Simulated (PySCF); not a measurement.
Vertical excitations of a molecule C₄H₈Ge from PySCF 2.14.0 with TDA-CAM-B3LYP/def2-SVPD, as energy in eV (oscillator strength): 6.45 (0.046), 6.68 (0.003), 7.44 (0.490), 7.49 (0.526), 7.52 (0.037), 7.64 (0.019), 7.78 (0.147), 7.88 (0.000), 8.09 (0.030), 8.15 (0.000). Lowest triplet (TDA): 4.22 eV. Geometry: r2SCAN-D4/def2-SVP. Other conformers were not sampled.

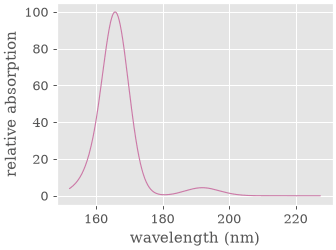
Figure: The lines broadened by 0.4 eV.

Question: Which molecule gave these data?
A) C[C@@H]1C=[CH][GeH2]1
B) C=C=C[CH2][GeH3]
C) C=[CH][GeH2][CH]=C
D) C1=C[CH2][GeH2][CH2]1

Answer: C, C=[CH][GeH2][CH]=C
